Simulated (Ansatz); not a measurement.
# BF+ (doublet): from Hartree-Fock to the top rungs, cc-pVTZ

How much of the correlation energy of BF+ (doublet) does each wave-function method recover here?

Method: cc-pVTZ, core rule «outside noble gas», up to 2 orbitals frozen; program: Ansatz 0.2.0, Gaussian basis.

To be run: UHF; CCSD(T) on ROHF; CCSD(T) on UHF; BCCD(T) on ROHF; CISD; CCSDT(Q) on ROHF; CCSDT(Q) on UHF; CASSCF and MRCISD+Q, 9 electrons in 8 orbitals; CASSCF and NEVPT4(SD), 9 electrons in 8 orbitals; CASSCF and NEVPT2, 9 electrons in 8 orbitals.

12 further runs of the same task are left out: 2 for a known fault of the program, 3 that didn't finish, 7 set aside as unsound or not needed.

### 1 The system

The geometry is a PBE0/def2-TZVP stationary point (not a proven minimum) of the parent state, kept for this charge and spin.

2 atoms, charge 1, spin multiplicity 2.

Atoms are counted from 1 here; the program's logs count them from 0.

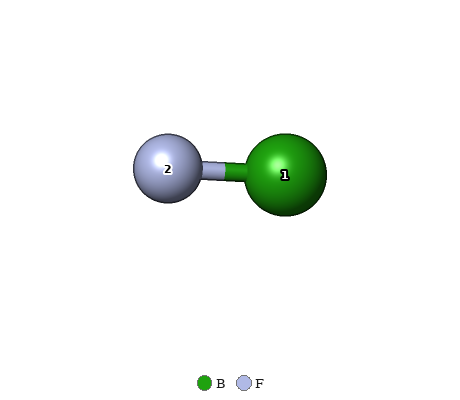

The geometry (boron green, fluorine light blue); atoms are numbered from 1 in the order of the file.

As a file:

```xyz
2

B     0.00000    0.00000    0.00000
F     0.00000    0.00000    1.26310
```

In the tables R marks a restricted open-shell determinant and U an unrestricted one; 'valence' is the active space of 9 electrons in 8 orbitals; energies count from the table's Hartree-Fock row.

### 2 UHF

in.yaml reads:

```yaml
crystal:
  periodic: [false, false, false]
  atoms:
    - {symbol: B, position_ang: [0.000000, 0.000000, 0.000000]}
    - {symbol: F, position_ang: [0.000000, 0.000000, 1.263100]}
basis:
  gaussian: {orbitals: cc-pVTZ}
total_charge: 1
magnetization: {spin_polarized: true, initial_magnetization: 1}
hamiltonian: {xc: hf}
output: {orbitals: {seedname: orbitals}}
```

On the command line:

```sh
$ ansatz run in.yaml --threads 1 --pin off --events-out ev --progress --plain --max-ram 2393MiB
```

What it wrote:

```text
Functional definition: HF
  name "HF"
  cite "Fock, Z. Phys. 61, 126 (1930) doi:10.1007/BF01340294"
  parent pbe
  exchange = exact_x
  correlation = 0
438 factors; their error is unknown
mean field evaluation 1: about -3360.4093 eV, gradient 5.1e1 eV
mean field evaluation 2: about -3363.6275 eV, gradient 4.2e1 eV
mean field evaluation 4: about -3368.4424 eV, gradient 1.0e0 eV
mean field evaluation 8: about -3368.4580 eV, gradient 6.0e-2 eV
mean field evaluation 16: about -3361.7214 eV, gradient 1.3e0 eV
mean field -3368.49983151 eV, -123.7900855567 hartree, gradient 6.3e-6 eV, S^2 0.753297; 0 other end points of the search recorded, 0 dependent functions left out
reference -3368.49983151 eV, -123.7900855567 hartree; 7, 6 occupied and 53, 54 virtual orbitals, 438 factors
Total energy: -3368.49983151 eV, -123.7900855567 hartree
```

Wall time 0.15 s (1 thread of Arm Neoverse V2, shared host).

From the report: ⟨S²⟩ of the determinant 0.753 (pure doublet: 0.75).

### 3 CCSD(T) on ROHF

in.yaml reads:

```yaml
crystal:
  periodic: [false, false, false]
  atoms:
    - {symbol: B, position_ang: [0.000000, 0.000000, 0.000000]}
    - {symbol: F, position_ang: [0.000000, 0.000000, 1.263100]}
basis:
  gaussian: {orbitals: cc-pVTZ}
total_charge: 1
magnetization: {spin_polarized: false, initial_magnetization: 1}
correlation: {method: ccsd_t, electrons: outside_noble_gas}
```

The command is unchanged.

What it wrote, cut to the lines that bear on the results:

```text
Functional definition: HF
  name "HF"
  cite "Fock, Z. Phys. 61, 126 (1930) doi:10.1007/BF01340294"
  parent pbe
[...]
374 factors; integrals over basis functions are off by at most 1.0e-3 eV
[...]
mean field -3368.48074127 eV, -123.7893840035 hartree, gradient 2.7e-6 eV, S^2 0.750000; 3 other end points of the search recorded, 0 dependent functions left out
[...]
2 core orbitals not correlated: weight in the atoms' cores, before any rotation towards them, 1.000 or more for the frozen orbitals, at most 0.000 for the correlated occupied ones
reference -3368.48074127 eV, -123.7893840035 hartree; 5, 4 occupied and 53, 54 virtual orbitals, 374 factors
second order -7.96943456 eV of doubles, -0.00957616 eV of singles
cycle   1  -7.73811914 eV  change    2.4e-1 eV  update   7.9e-2
[...]
cycle  10  -8.00582845 eV  change    8.6e-6 eV  update   7.8e-6
perturbative correction -0.28836407 eV, -0.0105971841 hartree
Total energy: -3376.77493380 eV, -124.0941899567 hartree
```

Wall time 1.4 s (1 thread of Arm Neoverse V2, shared host).

From the report: correlation -8.2942 eV; T1 0.023; largest double amplitude 0.03.

### 4 CCSD(T) on UHF

Edit in.yaml of step 3 so:

```diff
@@ -8,3 +8,3 @@
 total_charge: 1
-magnetization: {spin_polarized: false, initial_magnetization: 1}
+magnetization: {spin_polarized: true, initial_magnetization: 1}
 correlation: {method: ccsd_t, electrons: outside_noble_gas}
```

Same command.

What it wrote, cut to the lines that bear on the results:

```text
Functional definition: HF
  name "HF"
  cite "Fock, Z. Phys. 61, 126 (1930) doi:10.1007/BF01340294"
  parent pbe
[...]
374 factors; integrals over basis functions are off by at most 1.0e-3 eV
[...]
mean field -3368.49989890 eV, -123.7900880332 hartree, gradient 1.8e-6 eV, S^2 0.753297; 2 other end points of the search recorded, 0 dependent functions left out
2 core orbitals not correlated: weight in the atoms' cores, before any rotation towards them, 1.000 or more for the frozen orbitals, at most 0.000 for the correlated occupied ones
reference -3368.49989890 eV, -123.7900880332 hartree; 5, 4 occupied and 53, 54 virtual orbitals, 374 factors
second order -7.97256421 eV of doubles, -0.00000000 eV of singles
cycle   1  -7.72437737 eV  change    2.5e-1 eV  update   7.8e-2
[...]
cycle  10  -7.98651602 eV  change    1.1e-5 eV  update   9.3e-6
perturbative correction -0.28895800 eV, -0.0106190108 hartree
Total energy: -3376.77537291 eV, -124.0942060940 hartree
```

It took 1.4 s on 1 thread of Arm Neoverse V2, shared host.

From the report: ⟨S²⟩ of the determinant 0.753 (pure doublet: 0.75); correlation -8.2755 eV; T1 0.021; largest double amplitude 0.03.

### 5 BCCD(T) on ROHF

Edit in.yaml of step 4 so:

```diff
@@ -8,3 +8,3 @@
 total_charge: 1
-magnetization: {spin_polarized: true, initial_magnetization: 1}
-correlation: {method: ccsd_t, electrons: outside_noble_gas}
+magnetization: {spin_polarized: false, initial_magnetization: 1}
+correlation: {method: bccd_t, electrons: outside_noble_gas}
```

Same command.

What it wrote, cut to the lines that bear on the results:

```text
Functional definition: HF
  name "HF"
  cite "Fock, Z. Phys. 61, 126 (1930) doi:10.1007/BF01340294"
  parent pbe
[...]
374 factors; integrals over basis functions are off by at most 1.0e-3 eV
[...]
mean field -3368.48074127 eV, -123.7893840035 hartree, gradient 2.7e-6 eV, S^2 0.750000; 3 other end points of the search recorded, 0 dependent functions left out
[...]
2 core orbitals not correlated: weight in the atoms' cores, before any rotation towards them, 1.000 or more for the frozen orbitals, at most 0.000 for the correlated occupied ones
reference -3368.48074127 eV, -123.7893840035 hartree; 5, 4 occupied and 53, 54 virtual orbitals, 374 factors
second order -7.96943456 eV of doubles, -0.00957616 eV of singles
cycle   1  -7.73036763 eV  change    2.5e-1 eV  update   7.9e-2
[...]
cycle  10  -7.97029856 eV  change   -1.6e-6 eV  update   8.5e-6
perturbative correction -0.32739142 eV, -0.0120314126 hartree
Total energy: -3376.77843125 eV, -124.0943184856 hartree
```

Run time: 1.8 s. Hardware: 1 thread of Arm Neoverse V2, shared host.

From the report: correlation -8.2977 eV; largest double amplitude 0.03.

### 6 CISD

Edit in.yaml of step 5 so:

```diff
@@ -9,2 +9,2 @@
 magnetization: {spin_polarized: false, initial_magnetization: 1}
-correlation: {method: bccd_t, electrons: outside_noble_gas}
+correlation: {active_space: {ras: {orbitals: [4, 1, 53], electrons: 9, max_holes: 2, max_particles: 2}, fixed_orbitals: true}}
```

Same command.

What it wrote:

```text
Functional definition: HF
  name "HF"
  cite "Fock, Z. Phys. 61, 126 (1930) doi:10.1007/BF01340294"
  parent pbe
  exchange = exact_x
  correlation = 0
374 factors; integrals over basis functions are off by at most 1.0e-3 eV
mean field evaluation 1: about -3360.4982 eV, gradient 7.0e1 eV
mean field evaluation 2: about -3360.4978 eV, gradient 7.0e1 eV
mean field evaluation 4: about -3368.3981 eV, gradient 3.8e0 eV
mean field evaluation 8: about -3368.4807 eV, gradient 4.5e-5 eV
mean field evaluation 16: about -3361.6054 eV, gradient 2.1e-4 eV
mean field -3368.48074127 eV, -123.7893840035 hartree, gradient 2.7e-6 eV, S^2 0.750000; 3 other end points of the search recorded, 0 dependent functions left out
reference -3368.48074127 eV, -123.7893840035 hartree; 7, 6 occupied and 53, 54 virtual orbitals, 374 factors
state -3376.16461345 eV, -124.0717610976 hartree
Total energy: -3376.16461345 eV, -124.0717610976 hartree
```

Wall time 2.2 s (1 thread of Arm Neoverse V2, shared host).

From the report: 30,790 determinants.

### 7 CCSDT(Q) on ROHF

Edit in.yaml of step 6 so:

```diff
@@ -9,2 +9,2 @@
 magnetization: {spin_polarized: false, initial_magnetization: 1}
-correlation: {active_space: {ras: {orbitals: [4, 1, 53], electrons: 9, max_holes: 2, max_particles: 2}, fixed_orbitals: true}}
+correlation: {method: ccsdt_q, electrons: outside_noble_gas}
```

Launched as before.

What it wrote, cut to the lines that bear on the results:

```text
Functional definition: HF
  name "HF"
  cite "Fock, Z. Phys. 61, 126 (1930) doi:10.1007/BF01340294"
  parent pbe
[...]
706 factors; integrals over basis functions are off by at most 1.8e-7 eV
[...]
mean field -3368.48076442 eV, -123.7893848542 hartree, gradient 4.2e-6 eV, S^2 0.750000; 3 other end points of the search recorded, 0 dependent functions left out
[...]
2 core orbitals not correlated: weight in the atoms' cores, before any rotation towards them, 1.000 or more for the frozen orbitals, at most 0.000 for the correlated occupied ones
reference -3368.48076442 eV, -123.7893848542 hartree; 5, 4 occupied and 53, 54 virtual orbitals, 706 factors
second order -7.96945067 eV of doubles, -0.00957625 eV of singles
cycle   1  -7.73812413 eV  change    2.4e-1 eV  update   9.0e-2
[...]
cycle  16  -8.30263842 eV  change    4.1e-7 eV  update   6.6e-7
perturbative correction -0.00406895 eV, -0.0001495310 hartree
Total energy: -3376.78747178 eV, -124.0946507193 hartree
```

Run time: 66 s. Hardware: 1 thread of Arm Neoverse V2, shared host; peak memory 0.76 GiB.

From the report: correlation -8.3067 eV; T1 0.023; largest double amplitude 0.04.

### 8 CCSDT(Q) on UHF

Edit in.yaml of step 7 so:

```diff
@@ -8,3 +8,3 @@
 total_charge: 1
-magnetization: {spin_polarized: false, initial_magnetization: 1}
+magnetization: {spin_polarized: true, initial_magnetization: 1}
 correlation: {method: ccsdt_q, electrons: outside_noble_gas}
```

The command is unchanged.

What it wrote, cut to the lines that bear on the results:

```text
Functional definition: HF
  name "HF"
  cite "Fock, Z. Phys. 61, 126 (1930) doi:10.1007/BF01340294"
  parent pbe
[...]
706 factors; integrals over basis functions are off by at most 1.8e-7 eV
[...]
mean field -3368.49992223 eV, -123.7900888908 hartree, gradient 2.6e-6 eV, S^2 0.753297; 2 other end points of the search recorded, 0 dependent functions left out
2 core orbitals not correlated: weight in the atoms' cores, before any rotation towards them, 1.000 or more for the frozen orbitals, at most 0.000 for the correlated occupied ones
reference -3368.49992223 eV, -123.7900888908 hartree; 5, 4 occupied and 53, 54 virtual orbitals, 706 factors
second order -7.97258026 eV of doubles, -0.00000000 eV of singles
cycle   1  -7.72438218 eV  change    2.5e-1 eV  update   8.9e-2
[...]
cycle  16  -8.28365730 eV  change    4.4e-8 eV  update   5.4e-7
perturbative correction -0.01121917 eV, -0.0004122968 hartree
Total energy: -3376.79479870 eV, -124.0949199786 hartree
```

Run time: 58 s. Hardware: 1 thread of Arm Neoverse V2, shared host; peak memory 0.64 GiB.

From the report: ⟨S²⟩ of the determinant 0.753 (pure doublet: 0.75); correlation -8.2949 eV; T1 0.021; largest double amplitude 0.04.

### 9 CASSCF and MRCISD+Q, 9 electrons in 8 orbitals

in.yaml reads:

```yaml
crystal:
  periodic: [false, false, false]
  atoms:
    - {symbol: B, position_ang: [0.000000, 0.000000, 0.000000]}
    - {symbol: F, position_ang: [0.000000, 0.000000, 1.263100]}
basis:
  gaussian: {orbitals: cc-pVTZ}
total_charge: 1
magnetization: {spin_polarized: false, initial_magnetization: 1}
correlation: {method: fic_mrcisd_q, electrons: outside_noble_gas, active_space: {window: {electrons: 9, orbitals: 8}, shells: [{species: B, l: s, shell: 2}, {species: B, l: p, shell: 2}, {species: F, l: s, shell: 2}, {species: F, l: p, shell: 2}]}}
```

Same command.

What it wrote, cut to the lines that bear on the results:

```text
Functional definition: HF
  name "HF"
  cite "Fock, Z. Phys. 61, 126 (1930) doi:10.1007/BF01340294"
  parent pbe
[...]
706 factors; integrals over basis functions are off by at most 1.8e-7 eV
[...]
mean field -3368.48076442 eV, -123.7893848542 hartree, gradient 4.2e-6 eV, S^2 0.750000; 3 other end points of the search recorded, 0 dependent functions left out
reference -3368.48076442 eV, -123.7893848542 hartree; 7, 6 occupied and 53, 54 virtual orbitals, 706 factors
state -3371.54623073 eV, -123.9020386633 hartree
contracted CI cycle   1: correlation 0.00000000 eV, 0.0000000000 hartree, residual 3.45e1 eV
contracted CI cycle   2: correlation -4.86025416 eV, -0.1786110460 hartree, residual 5.92e0 eV
contracted CI cycle   3: correlation -5.01998304 eV, -0.1844809740 hartree, residual 1.43e0 eV
contracted CI cycle   4: correlation -5.03264708 eV, -0.1849463689 hartree, residual 4.58e-1 eV
contracted CI cycle   5: correlation -5.03394343 eV, -0.1849940088 hartree, residual 1.52e-1 eV
contracted CI cycle   6: correlation -5.03406030 eV, -0.1849983040 hartree, residual 5.22e-2 eV
contracted CI cycle   7: correlation -5.03407298 eV, -0.1849987698 hartree, residual 1.54e-2 eV
contracted CI cycle   8: correlation -5.03407420 eV, -0.1849988146 hartree, residual 4.23e-3 eV
contracted CI cycle   9: correlation -5.03407430 eV, -0.1849988184 hartree, residual 1.36e-3 eV
state -3371.54623073 eV, -123.9020386633 hartree; corrected -3376.74071260 eV, -124.0929323508 hartree
Total energy: -3376.74071260 eV, -124.0929323508 hartree
Checks for a lower state left out: starts, orbital_swaps
```

It took 3.8 s on 1 thread of Arm Neoverse V2, shared host; peak memory 0.25 GiB.

From the report: 1,000 determinants; active occupations 2.00, 1.98, 1.98, 1.98, 1.00, 0.02, 0.02, 0.02.

### 10 CASSCF and NEVPT4(SD), 9 electrons in 8 orbitals

in.yaml reads:

```yaml
crystal:
  periodic: [false, false, false]
  atoms:
    - {symbol: B, position_ang: [0.000000, 0.000000, 0.000000]}
    - {symbol: F, position_ang: [0.000000, 0.000000, 1.263100]}
basis:
  gaussian: {orbitals: cc-pVTZ}
total_charge: 1
magnetization: {spin_polarized: false, initial_magnetization: 1}
correlation: {method: fic_nevpt4_sd, electrons: outside_noble_gas, active_space: {window: {electrons: 9, orbitals: 8}, shells: [{species: B, l: s, shell: 2}, {species: B, l: p, shell: 2}, {species: F, l: s, shell: 2}, {species: F, l: p, shell: 2}]}}
```

The command is unchanged.

What it wrote:

```text
Functional definition: HF
  name "HF"
  cite "Fock, Z. Phys. 61, 126 (1930) doi:10.1007/BF01340294"
  parent pbe
  exchange = exact_x
  correlation = 0
706 factors; integrals over basis functions are off by at most 1.8e-7 eV
mean field evaluation 1: about -3360.4971 eV, gradient 7.0e1 eV
mean field evaluation 2: about -3360.4972 eV, gradient 7.0e1 eV
mean field evaluation 4: about -3368.3978 eV, gradient 3.8e0 eV
mean field evaluation 8: about -3368.4807 eV, gradient 1.1e-1 eV
mean field evaluation 16: about -3361.6054 eV, gradient 6.3e-6 eV
mean field -3368.48076442 eV, -123.7893848542 hartree, gradient 4.2e-6 eV, S^2 0.750000; 3 other end points of the search recorded, 0 dependent functions left out
reference -3368.48076442 eV, -123.7893848542 hartree; 7, 6 occupied and 53, 54 virtual orbitals, 706 factors
state -3371.54623073 eV, -123.9020386633 hartree
state -3371.54623073 eV, -123.9020386633 hartree; corrected -3376.67844635 eV, -124.0906441086 hartree
Total energy: -3376.67844635 eV, -124.0906441086 hartree
Checks for a lower state left out: starts, orbital_swaps
```

It took 3.2 s on 1 thread of Arm Neoverse V2, shared host; peak memory 0.25 GiB.

From the report: 1,000 determinants; active occupations 2.00, 1.98, 1.98, 1.98, 1.00, 0.02, 0.02, 0.02.

### 11 CASSCF and NEVPT2, 9 electrons in 8 orbitals

in.yaml reads:

```yaml
crystal:
  periodic: [false, false, false]
  atoms:
    - {symbol: B, position_ang: [0.000000, 0.000000, 0.000000]}
    - {symbol: F, position_ang: [0.000000, 0.000000, 1.263100]}
basis:
  gaussian: {orbitals: cc-pVTZ}
total_charge: 1
magnetization: {spin_polarized: false, initial_magnetization: 1}
correlation: {method: sc_nevpt2, electrons: outside_noble_gas, active_space: {window: {electrons: 9, orbitals: 8}, shells: [{species: B, l: s, shell: 2}, {species: B, l: p, shell: 2}, {species: F, l: s, shell: 2}, {species: F, l: p, shell: 2}]}}
```

Same command.

What it wrote:

```text
Functional definition: HF
  name "HF"
  cite "Fock, Z. Phys. 61, 126 (1930) doi:10.1007/BF01340294"
  parent pbe
  exchange = exact_x
  correlation = 0
706 factors; integrals over basis functions are off by at most 1.8e-7 eV
mean field evaluation 1: about -3360.4971 eV, gradient 7.0e1 eV
mean field evaluation 2: about -3360.4972 eV, gradient 7.0e1 eV
mean field evaluation 4: about -3368.3978 eV, gradient 3.8e0 eV
mean field evaluation 8: about -3368.4807 eV, gradient 1.1e-1 eV
mean field evaluation 16: about -3361.6054 eV, gradient 6.3e-6 eV
mean field -3368.48076442 eV, -123.7893848542 hartree, gradient 4.2e-6 eV, S^2 0.750000; 3 other end points of the search recorded, 0 dependent functions left out
reference -3368.48076442 eV, -123.7893848542 hartree; 7, 6 occupied and 53, 54 virtual orbitals, 706 factors
state -3371.54623073 eV, -123.9020386633 hartree
state -3371.54623073 eV, -123.9020386633 hartree; corrected -3375.93148952 eV, -124.0631939514 hartree
Total energy: -3375.93148952 eV, -124.0631939514 hartree
Checks for a lower state left out: starts, orbital_swaps
```

Run time: 2.4 s. Hardware: 1 thread of Arm Neoverse V2, shared host.

From the report: 1,000 determinants; active occupations 2.00, 1.98, 1.98, 1.98, 1.00, 0.02, 0.02, 0.02.

### 12 How many determinants matter

Natural occupations of the CASSCF valence state about the gap (report; correlated orbitals 1 to 8): 1.999, 1.980, 1.977, 1.977, 1.001, 0.024, 0.024, 0.020. The count of effectively unpaired electrons, Σ n²(2 − n)², is 1.01; a single determinant of this spin has 1.

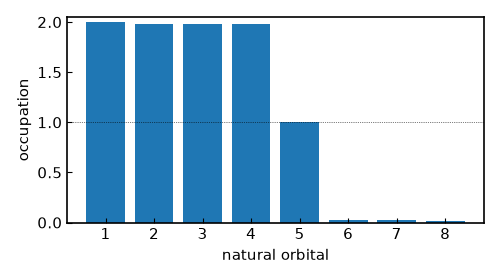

Natural occupations of the CASSCF valence state.

### 13 All levels against the top one

The yardstick is UCCSDT(Q), where the cluster series has nearly closed. Rows without a time come out of other runs: HF, MP2 and CCSD of CCSD(T), CCSDT of CCSDT(Q), CASSCF and MRCISD of the multireference runs.

Differences are taken before rounding.

```csv
method,energy from the lowest RHF (kcal/mol),from UCCSDT(Q) (kcal/mol),time
RHF,0.00,+191.73,
UHF,-0.44,+191.28,
RMP2,-184.00,+7.73,
UMP2,-184.29,+7.43,
CISD,-177.19,+14.53,2.2 s
RCCSD,-184.62,+7.11,
UCCSD,-184.62,+7.11,
RCCSD(T),-191.27,+0.46,1.4 s
UCCSD(T),-191.28,+0.45,1.4 s
BCCD(T),-191.35,+0.38,1.8 s
RCCSDT,-191.46,+0.26,
UCCSDT,-191.47,+0.26,
RCCSDT(Q),-191.56,+0.17,66 s
UCCSDT(Q),-191.73,0,58 s
CASSCF valence,-70.69,+121.03,
NEVPT2 valence,-171.82,+19.91,2.4 s
NEVPT4(SD) valence,-189.04,+2.68,3.2 s
MRCISD valence,-186.78,+4.95,
MRCISD+Q valence,-190.48,+1.25,3.8 s
```

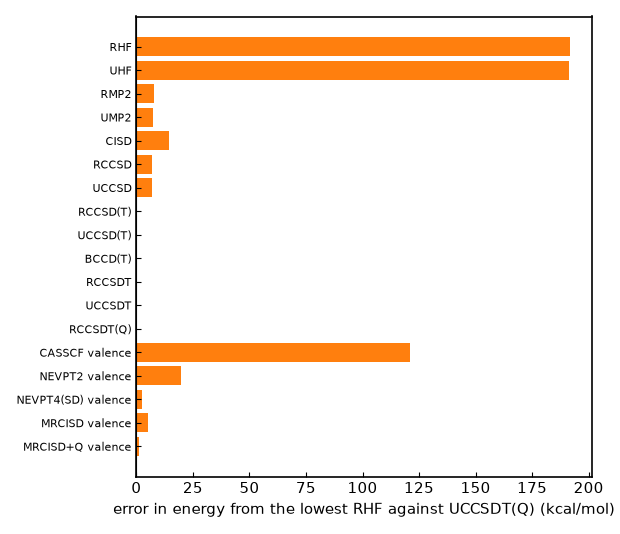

How far each level lands from UCCSDT(Q).

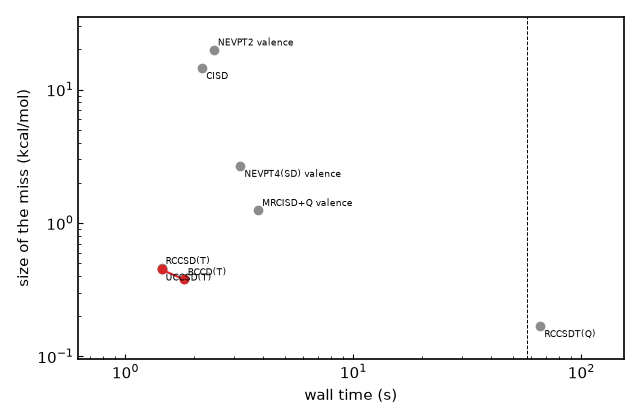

Accuracy for the time spent; red marks the levels that beat every quicker one drawn (of those quicker than the yardstick), and the dashed line is the time of UCCSDT(Q). Times are from a shared host.

### 14 What came out

| quantity | value |
| --- | --- |
| UCCSDT(Q) below the RHF energy | -8.3141 eV |
| RMP2 from UCCSDT(Q) | +7.73 kcal/mol |
| UMP2 from UCCSDT(Q) | +7.43 kcal/mol |
| RCCSD from UCCSDT(Q) | +7.11 kcal/mol |
| RCCSD(T) from UCCSDT(Q) | +0.46 kcal/mol |
| UCCSD(T) from UCCSDT(Q) | +0.45 kcal/mol |
| RCCSDT(Q) from UCCSDT(Q) | +0.17 kcal/mol |
| NEVPT2 valence from UCCSDT(Q) | +19.91 kcal/mol |
| NEVPT4(SD) valence from UCCSDT(Q) | +2.68 kcal/mol |
| MRCISD+Q valence from UCCSDT(Q) | +1.25 kcal/mol |
| levels within 1 kcal/mol (43 meV) | RCCSD(T), UCCSD(T), BCCD(T), RCCSDT, UCCSDT, RCCSDT(Q) |
| T1 diagnostic | 0.023 |
| effectively unpaired electrons | 1.01 |

RCCSD(T) lands +0.46 kcal/mol from the yardstick (0.2 % of the correlation energy). One determinant dominates. Of the multireference levels listed MRCISD+Q valence comes nearest in total energy (+1.25 kcal/mol), which doesn't show that its space is the better one. These misses are within one basis, not against nature; the frozen cores of restricted and unrestricted runs differ, which can shift their rows.

For cost: BCCD(T) gets within 0.38 kcal/mol in 1.8 s, where UCCSDT(Q) took 58 s; the quickest level in the cost chart, UCCSD(T), takes 1.4 s and misses by 0.45 kcal/mol.
